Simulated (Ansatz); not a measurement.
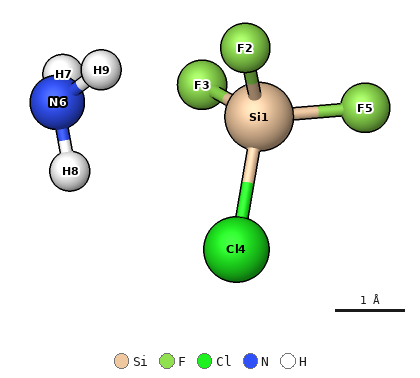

The structure as given in the input (ball-and-stick view, seen at a tilt; atoms are numbered from 1 in the order of the input). Bond lengths as drawn: Cl–Si 2.02 Å, F–Si 1.59 to 1.60 Å and H–N 1.01 to 1.03 Å.

## SiNH$_{3}$ClF$_{3}$: geometry relaxation

- system: SiNH$_{3}$ClF$_{3}$
- method: RKS PBE0-D4/def2-SVP (Ansatz 0.2.0)

It belongs to a series of runs on one base structure; here: end point A relaxed. Figures and captions count atoms from 1; the log counts them from 0 in places.

The program's output:
```
The last accepted step is kept in [file] (removed where the run ends without a failure and the disk answers)
Engine: ansatz 0.2.0, x86_64-unknown-linux-gnu
Functional definition: PBE0
  parameter a = 0.25
  parameter kappa = 0.804
  parameter beta = 0.06672455060314922
  exchange = (1 - a)*pbe_x(kappa = kappa, mu = beta*pi^2/3) + a*exact_x
  correlation = pbe_c(beta = beta)
1077 factors; integrals over basis functions are off by at most 4.9e-4 eV
mean field evaluation 1: about -30057.7867 eV, gradient 6.4e1 eV
mean field evaluation 2: about -30049.5752 eV, gradient 9.0e1 eV
mean field evaluation 4: about -30065.0566 eV, gradient 3.2e0 eV
mean field evaluation 8: about -30065.0899 eV, gradient 2.4e-2 eV
mean field -30065.08988465 eV, -1104.8716744109 hartree, gradient 4.5e-5 eV, S^2 0.000000; 0 other end points of the search recorded, 0 dependent functions left out
the calculation of the forces begins
reference -30065.08990744 eV, -1104.8716752485 hartree; 34, 34 occupied and 73, 73 virtual orbitals, 1077 factors
relax step   1: F+E_penalty+E_count = -30065.27370886 eV  Δ(F+E_penalty+E_count) = +0.000e0 eV  max|allowed force component| = 6.396e-1 eV/Å  Δτ_max = 0.0000 Å  (25 SCF iters, accepted)
these checks for a lower state are left out or cut short: starts, cluster_reference, orbital_swaps, neighbouring_geometries, increment
1077 factors; integrals over basis functions are off by at most 4.1e-4 eV
mean field evaluation 16: about -30065.0719 eV, gradient 4.8e0 eV
mean field -30065.15535924 eV, -1104.8740805577 hartree, gradient 1.1e-5 eV, S^2 0.000000; 0 other end points of the search recorded, 0 dependent functions left out
the calculation of the forces begins
reference -30065.15538270 eV, -1104.8740814199 hartree; 34, 34 occupied and 73, 73 virtual orbitals, 1077 factors
relax step   2: F+E_penalty+E_count = -30065.33114449 eV  Δ(F+E_penalty+E_count) = -5.744e-2 eV  max|allowed force component| = 2.784e-1 eV/Å  Δτ_max = 0.1959 Å  (29 SCF iters, accepted)
these checks for a lower state are left out or cut short: starts, cluster_reference, orbital_swaps, neighbouring_geometries, increment
1077 factors; integrals over basis functions are off by at most 4.1e-4 eV
mean field -30065.16760539 eV, -1104.8745305957 hartree, gradient 9.1e-6 eV, S^2 0.000000; 0 other end points of the search recorded, 0 dependent functions left out
the calculation of the forces begins
reference -30065.16762916 eV, -1104.8745314690 hartree; 34, 34 occupied and 73, 73 virtual orbitals, 1077 factors
relax step   3: F+E_penalty+E_count = -30065.34075172 eV  Δ(F+E_penalty+E_count) = -9.607e-3 eV  max|allowed force component| = 2.652e-1 eV/Å  Δτ_max = 0.1186 Å  (28 SCF iters, accepted)
these checks for a lower state are left out or cut short: starts, cluster_reference, orbital_swaps, neighbouring_geometries, increment
1077 factors; integrals over basis functions are off by at most 4.1e-4 eV
mean field evaluation 32: about -30065.1749 eV, gradient 1.0e-1 eV
mean field -30065.17496670 eV, -1104.8748011186 hartree, gradient 9.1e-6 eV, S^2 0.000000; 0 other end points of the search recorded, 0 dependent functions left out
the calculation of the forces begins
reference -30065.17499055 eV, -1104.8748019953 hartree; 34, 34 occupied and 73, 73 virtual orbitals, 1077 factors
relax step   4: F+E_penalty+E_count = -30065.34760792 eV  Δ(F+E_penalty+E_count) = -6.856e-3 eV  max|allowed force component| = 1.987e-1 eV/Å  Δτ_max = 0.0257 Å  (27 SCF iters, accepted)
these checks for a lower state are left out or cut short: starts, cluster_reference, orbital_swaps, neighbouring_geometries, increment
1077 factors; integrals over basis functions are off by at most 4.1e-4 eV
mean field -30065.17965446 eV, -1104.8749733908 hartree, gradient 9.4e-6 eV, S^2 0.000000; 0 other end points of the search recorded, 0 dependent functions left out
the calculation of the forces begins
reference -30065.17967837 eV, -1104.8749742693 hartree; 34, 34 occupied and 73, 73 virtual orbitals, 1077 factors
relax step   5: F+E_penalty+E_count = -30065.35211858 eV  Δ(F+E_penalty+E_count) = -4.511e-3 eV  max|allowed force component| = 1.243e-1 eV/Å  Δτ_max = 0.0211 Å  (28 SCF iters, accepted)
these checks for a lower state are left out or cut short: starts, cluster_reference, orbital_swaps, neighbouring_geometries, increment
1077 factors; integrals over basis functions are off by at most 4.1e-4 eV
mean field -30065.18092047 eV, -1104.8750199159 hartree, gradient 9.6e-6 eV, S^2 0.000000; 0 other end points of the search recorded, 0 dependent functions left out
the calculation of the forces begins
reference -30065.18094438 eV, -1104.8750207942 hartree; 34, 34 occupied and 73, 73 virtual orbitals, 1077 factors
relax step   6: F+E_penalty+E_count = -30065.35338997 eV  Δ(F+E_penalty+E_count) = -1.271e-3 eV  max|allowed force component| = 7.135e-2 eV/Å  Δτ_max = 0.0207 Å  (28 SCF iters, accepted)
these checks for a lower state are left out or cut short: starts, cluster_reference, orbital_swaps, neighbouring_geometries, increment
1077 factors; integrals over basis functions are off by at most 4.2e-4 eV
mean field -30065.18138660 eV, -1104.8750370458 hartree, gradient 9.6e-6 eV, S^2 0.000000; 0 other end points of the search recorded, 0 dependent functions left out
the calculation of the forces begins
reference -30065.18141051 eV, -1104.8750379242 hartree; 34, 34 occupied and 73, 73 virtual orbitals, 1077 factors
relax step   7: F+E_penalty+E_count = -30065.35382865 eV  Δ(F+E_penalty+E_count) = -4.387e-4 eV  max|allowed force component| = 3.533e-2 eV/Å  Δτ_max = 0.0181 Å  (28 SCF iters, accepted)
these checks for a lower state are left out or cut short: starts, cluster_reference, orbital_swaps, neighbouring_geometries, increment
1077 factors; integrals over basis functions are off by at most 4.2e-4 eV
mean field evaluation 64: about -30065.1813 eV, gradient 9.5e-6 eV
mean field -30065.18134400 eV, -1104.8750354803 hartree, gradient 9.5e-6 eV, S^2 0.000000; 0 other end points of the search recorded, 0 dependent functions left out
the calculation of the forces begins
reference -30065.18136788 eV, -1104.8750363577 hartree; 34, 34 occupied and 73, 73 virtual orbitals, 1077 factors
relax step   8: F+E_penalty+E_count = -30065.35396866 eV  Δ(F+E_penalty+E_count) = -1.400e-4 eV  max|allowed force component| = 2.057e-2 eV/Å  Δτ_max = 0.0174 Å  (27 SCF iters, accepted)
```

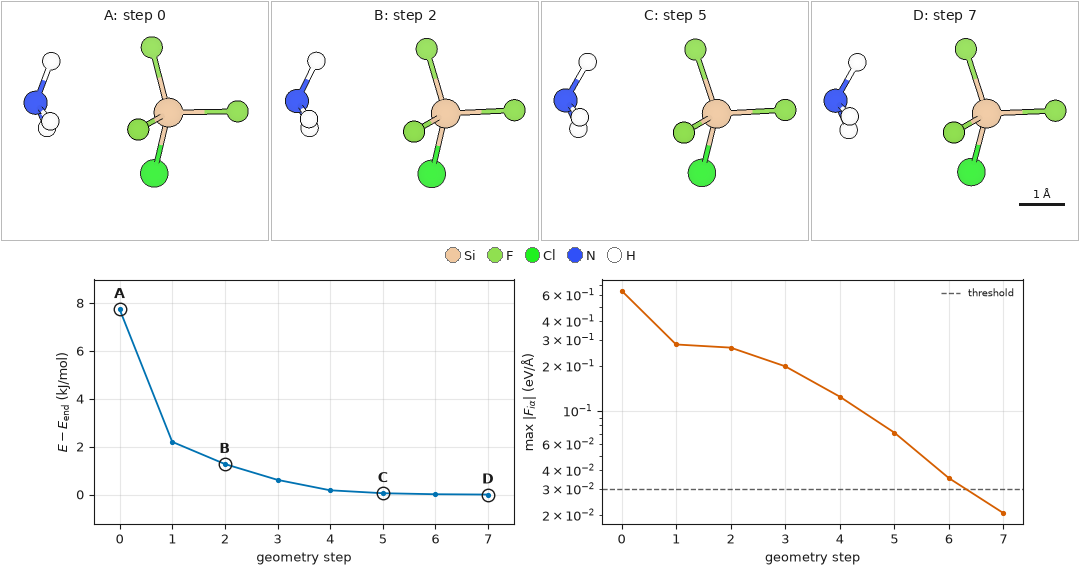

Frames of the relaxation (ball-and-stick view, seen at a tilt) above the curves, on which the letters mark them (the first geometry is step 0 here and step 1 in the log).

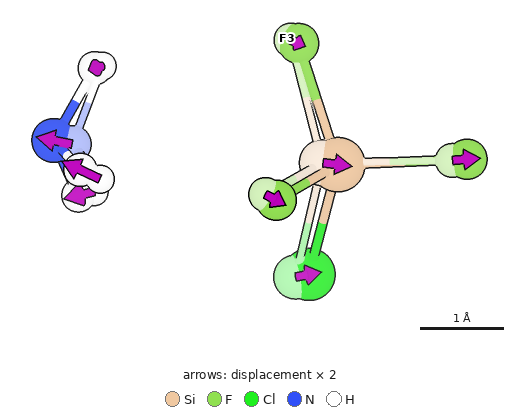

Start (faint) and end (solid) with the displacements as pink arrows, magnified 2 times (ball-and-stick view, seen at a tilt). The two geometries are laid on each other by the best rigid fit. The energy falls by 7.74 kJ/mol in 7 geometry steps. Largest force component: 0.64 eV/Å at the start, 0.021 eV/Å at the end. The largest move after the best rigid fit is that of H9, 0.27 Å. By element the largest moves are H 0.27 Å, N 0.23 Å, Si 0.19 Å, F 0.18 Å, Cl 0.17 Å. Distances before and after: N6–H9 1.032 → 1.018 Å, Si1–Cl4 2.017 → 2.012 Å, N6–H7 1.013 → 1.018 Å. Among the angles that change: H7–N6–H8 110.9° → 107.3°, F2–Si1–F3 111.8° → 109.3°, Cl4–Si1–F5 107.4° → 109.7°. (Atoms are counted from 1 in the order of the input.)

```
1077 factors; integrals over basis functions are off by at most 4.2e-4 eV
mean field -30065.18134400 eV, -1104.8750354803 hartree, gradient 9.5e-6 eV, S^2 0.000000; 1 other end points of the search recorded, 0 dependent functions left out
the calculation of the forces begins
reference -30065.18136788 eV, -1104.8750363577 hartree; 34, 34 occupied and 73, 73 virtual orbitals, 1077 factors
Total energy: -30065.35399254 eV, -1104.8813801968 hartree
Atom 0 at    -0.220160    -0.254524    -0.136042 Å, force    -0.006313     0.004516    -0.004906 eV/Å
Atom 1 at    -0.439696    -0.244471     1.442351 Å, force    -0.002873    -0.000665     0.007281 eV/Å
Atom 2 at     1.334370    -0.104782    -0.453604 Å, force     0.004120     0.004089    -0.001500 eV/Å
Atom 3 at    -1.286330     1.202416    -1.024299 Å, force     0.004969    -0.004078     0.001077 eV/Å
Atom 4 at    -0.691204    -1.673553    -0.681945 Å, force    -0.002098    -0.004483    -0.001595 eV/Å
Atom 5 at     1.202752     2.480507     1.405618 Å, force    -0.003940    -0.020569     0.005029 eV/Å
Atom 6 at     1.868105     1.914430     0.883791 Å, force    -0.005765     0.009781     0.003855 eV/Å
Atom 7 at     0.511530     2.823458     0.742648 Å, force     0.001992     0.001131    -0.000815 eV/Å
Atom 8 at     0.720033     1.860117     2.051982 Å, force     0.009908     0.010278    -0.008426 eV/Å
Dipole moment:    -0.210775    -0.124607    -0.206320 e Å
```

Trajectory as extended XYZ (Å, eV, eV/Å), 8 frames, from step=1 to step=8:
```
9
Properties=species:S:1:pos:R:3:forces:R:3 step=1 energy=-30065.27371
Si   -0.1365   -0.1115   -0.0489   -0.0919  -0.2104  -0.2384
F    -0.3353   -0.1848    1.5317   -0.0510  -0.0952   0.1080
F     1.4051   -0.0206   -0.4493    0.0022  -0.0069   0.0010
Cl   -1.2624    1.3242   -0.9082   -0.0191  -0.0041  -0.0275
F    -0.6453   -1.5163   -0.6100   -0.0013  -0.0011  -0.0003
N     1.0840    2.3099    1.3020   -0.3142  -0.2326   0.6396
H     1.8592    1.7933    0.9029   -0.0273   0.0049  -0.0147
H     0.4961    2.7000    0.5746    0.0252  -0.0077   0.0175
H     0.5345    1.7094    1.9357    0.4774   0.5531  -0.4851
9
Properties=species:S:1:pos:R:3:forces:R:3 step=2 energy=-30065.33114
Si   -0.1878   -0.2058   -0.1056   -0.1529  -0.2784  -0.1603
F    -0.3923   -0.2589    1.4768    0.0911   0.1341  -0.0543
F     1.3557   -0.0958   -0.4952   -0.0704   0.1393   0.1201
Cl   -1.3147    1.2241   -0.9757    0.1323  -0.0188   0.0995
F    -0.6758   -1.6230   -0.6529   -0.0094   0.0196  -0.0132
N     1.1578    2.4175    1.3783    0.0617   0.0260   0.1919
H     1.8881    1.8683    0.9341   -0.1127   0.0093  -0.0247
H     0.5657    2.8512    0.6779   -0.0080  -0.0984  -0.0294
H     0.6026    1.8260    1.9927    0.0683   0.0673  -0.1297
9
Properties=species:S:1:pos:R:3:forces:R:3 step=3 energy=-30065.34075
Si   -0.2117   -0.2317   -0.1335   -0.0733  -0.2652  -0.0180
F    -0.4231   -0.2603    1.4491    0.0983   0.1122  -0.1096
F     1.3334   -0.0933   -0.5081   -0.0806   0.1078   0.1116
Cl   -1.3297    1.1999   -1.0055    0.0839  -0.0165   0.0563
F    -0.6742   -1.6623   -0.6685   -0.0159   0.0808  -0.0174
N     1.1849    2.4558    1.3951    0.1128   0.1691  -0.0895
H     1.9004    1.8825    0.9535   -0.1446   0.0263   0.0029
H     0.5509    2.8183    0.6848    0.0826  -0.1449   0.1071
H     0.6684    1.8947    2.0635   -0.0632  -0.0697  -0.0434
9
Properties=species:S:1:pos:R:3:forces:R:3 step=4 energy=-30065.34761
Si   -0.2215   -0.2431   -0.1378   -0.0050  -0.1987   0.0312
F    -0.4422   -0.2538    1.4436    0.0844   0.0556  -0.1033
F     1.3252   -0.0756   -0.4933   -0.0714   0.0377   0.0874
Cl   -1.3273    1.1932   -1.0101    0.0113  -0.0097   0.0001
F    -0.6626   -1.6810   -0.6711   -0.0097   0.1253  -0.0040
N     1.2000    2.4623    1.4028    0.0592   0.1628  -0.1094
H     1.8884    1.8791    0.9330   -0.0823   0.0080   0.0065
H     0.5579    2.8345    0.7035    0.0751  -0.1305   0.1270
H     0.6815    1.8881    2.0597   -0.0617  -0.0505  -0.0354
9
Properties=species:S:1:pos:R:3:forces:R:3 step=5 energy=-30065.35212
Si   -0.2260   -0.2491   -0.1384    0.0365  -0.1243   0.0367
F    -0.4500   -0.2448    1.4418    0.0569   0.0055  -0.0765
F     1.3232   -0.0684   -0.4753   -0.0661  -0.0140   0.0561
Cl   -1.3197    1.1913   -1.0147   -0.0299   0.0132  -0.0315
F    -0.6648   -1.6850   -0.6761    0.0088   0.1172   0.0167
N     1.2074    2.4723    1.4076    0.0674   0.0475  -0.0391
H     1.8834    1.8902    0.9187   -0.0154   0.0009   0.0107
H     0.5495    2.8215    0.7151   -0.0191  -0.0157   0.0209
H     0.6965    1.8755    2.0519   -0.0391  -0.0302   0.0059
9
Properties=species:S:1:pos:R:3:forces:R:3 step=6 energy=-30065.35339
Si   -0.2227   -0.2515   -0.1371    0.0127  -0.0714   0.0094
F    -0.4430   -0.2433    1.4425    0.0305  -0.0037  -0.0420
F     1.3288   -0.0804   -0.4657   -0.0463  -0.0111   0.0302
Cl   -1.3091    1.1927   -1.0181   -0.0120   0.0127  -0.0175
F    -0.6748   -1.6804   -0.6792    0.0159   0.0697   0.0195
N     1.2091    2.4760    1.4091   -0.0088  -0.0072  -0.0186
H     1.8709    1.8927    0.9024    0.0127   0.0016   0.0068
H     0.5399    2.8288    0.7286   -0.0062   0.0037   0.0143
H     0.7004    1.8691    2.0480    0.0015   0.0057  -0.0022
9
Properties=species:S:1:pos:R:3:forces:R:3 step=7 energy=-30065.35383
Si   -0.2232   -0.2533   -0.1361    0.0059  -0.0219  -0.0102
F    -0.4424   -0.2455    1.4428    0.0054   0.0008  -0.0081
F     1.3301   -0.0910   -0.4565   -0.0184  -0.0031   0.0077
Cl   -1.3008    1.1960   -1.0221    0.0035   0.0012   0.0011
F    -0.6834   -1.6766   -0.6822    0.0057   0.0209   0.0087
N     1.2065    2.4802    1.4084   -0.0047  -0.0353  -0.0051
H     1.8756    1.9091    0.8963   -0.0081   0.0163   0.0083
H     0.5266    2.8236    0.7340   -0.0009   0.0103  -0.0047
H     0.7103    1.8613    2.0459    0.0116   0.0108   0.0023
9
Properties=species:S:1:pos:R:3:forces:R:3 step=8 energy=-30065.35397
Si   -0.2202   -0.2545   -0.1360   -0.0063   0.0045  -0.0049
F    -0.4397   -0.2445    1.4424   -0.0029  -0.0007   0.0073
F     1.3344   -0.1048   -0.4536    0.0041   0.0041  -0.0015
Cl   -1.2863    1.2024   -1.0243    0.0050  -0.0041   0.0011
F    -0.6912   -1.6736   -0.6819   -0.0021  -0.0045  -0.0016
N     1.2028    2.4805    1.4056   -0.0039  -0.0206   0.0050
H     1.8681    1.9144    0.8838   -0.0058   0.0098   0.0039
H     0.5115    2.8235    0.7426    0.0020   0.0011  -0.0008
H     0.7200    1.8601    2.0520    0.0099   0.0103  -0.0084
```

This output came from the following input.

Input:
```yaml
crystal:
  periodic: [false, false, false]
  atoms:
    - { symbol: Si, position_ang: [-0.136547, -0.111501, -0.048865] }
    - { symbol: F, position_ang: [-0.335259, -0.184756, 1.53166] }
    - { symbol: F, position_ang: [1.405135, -0.020649, -0.449309] }
    - { symbol: Cl, position_ang: [-1.262428, 1.32417, -0.908181] }
    - { symbol: F, position_ang: [-0.64534, -1.516272, -0.610041] }
    - { symbol: "N", position_ang: [1.08403, 2.309941, 1.301986] }
    - { symbol: H, position_ang: [1.859217, 1.793272, 0.902884] }
    - { symbol: H, position_ang: [0.496089, 2.699997, 0.574633] }
    - { symbol: H, position_ang: [0.534503, 1.709397, 1.935734] }
basis:
  gaussian: { orbitals: def2-SVP }
hamiltonian:
  xc: pbe0
  dispersion: d4
relax:
  f_tol: 0.03
  max_steps: 50
```

Command:
```bash
ansatz run input.yaml --threads 2 --pin off --max-ram 3072MiB --backend cpu --events-out ev --progress --plain --runs-dir out
```

Key numbers:

```tsv
quantity	value
outcome	converged
total energy	−30065.3540 eV
mean-field energy	−30065.1814 eV
largest force (length of the vector) at the end	0.022 eV/Å
hardware	2 threads of Intel Xeon @ 2.50GHz (Skylake/Cascade Lake), 64 GiB of memory available, shared host
wall time	32 s (CPU time 61 s)
peak memory	0.26 GiB
```
